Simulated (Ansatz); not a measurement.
System Sr3BiB (space group Pm-3m, No. 221); source of the atomic positions: the end point of a relaxation with DFT PBE, scalar-relativistic, plane waves, PAW (Ansatz); the starting structure was generated, so it need not be a known form of this composition.

Space group Pm-3m (No. 221). a = 5.520 Å, b = 5.520 Å, c = 5.520 Å, α = 90.00°, β = 90.00°, γ = 90.00°
```
atom  site  symmetry       x       y       z
  Sr    3d    4/mm.m  0.5000  0.0000  0.0000
   B    1a      m-3m  0.0000  0.0000  0.0000
  Bi    1b      m-3m  0.5000  0.5000  0.5000
```

Analyse the octahedral framework, with x, y, z the pseudocubic axes in the order of the Glazer symbol.

B at the centres, Sr at the shared corners, Bi in the cavities: an anti-perovskite framework of corner-sharing octahedra.

The octahedra are not tilted (under 0.5° about every axis): a⁰a⁰a⁰.

B–Sr–B angles along x: 180.0°; along y: 180.0°; along z: 180.0°.

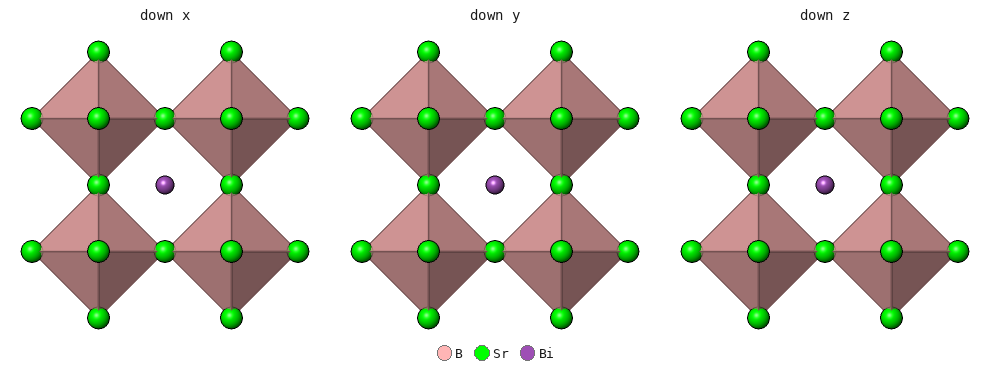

Blocks of 2 × 2 × 2 octahedra, seen down the three pseudocubic axes x, y and z (centre-to-centre directions).
